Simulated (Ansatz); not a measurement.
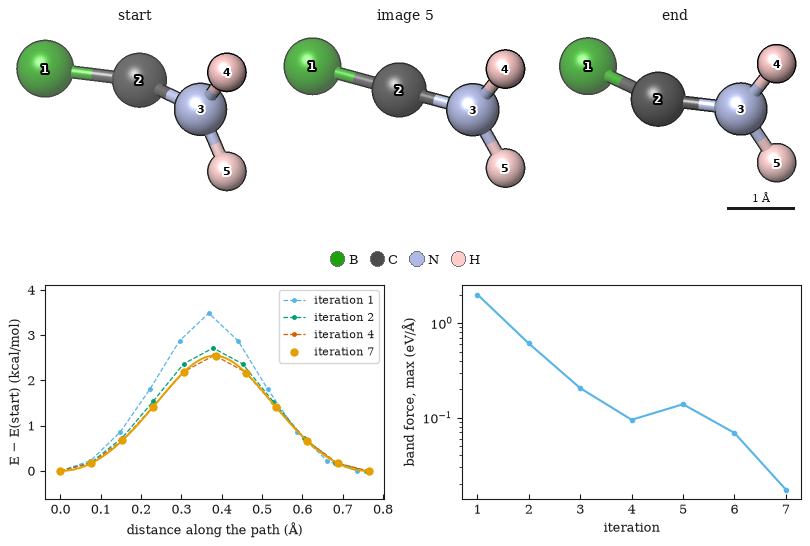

NEB run on CH2BN. Images are numbered from 0 (start) to 10 (end). The plot follows the band through its iterations. A ball-and-stick model, seen at a tilt.

Computed with RKS r2SCANh/def2-SVP in Ansatz. Settings: 9 movable images; climbing image; force threshold 0.05 eV/Å; iteration limit 60; spring constant 0.5 eV/Å²; starting path by image-dependent pair potential.

### Did the band converge, and can the barrier be trusted?

The run is converged, with reservations. The band converged in 7 iterations. The largest component of the band force went from 2 to 0.017 eV/Å. The climbing image converged on the top of the path. Its curvatures weren't checked. The first iteration put the highest image at 3.49 kcal/mol. The two ends have the same energy, and the highest point, image 5, lies 2.55 kcal/mol above the start.

The run took 87 s on 1 thread of Intel(R) Xeon(R) Platinum 8488C (Sapphire Rapids) (shared host), peak memory 0.13 GiB.
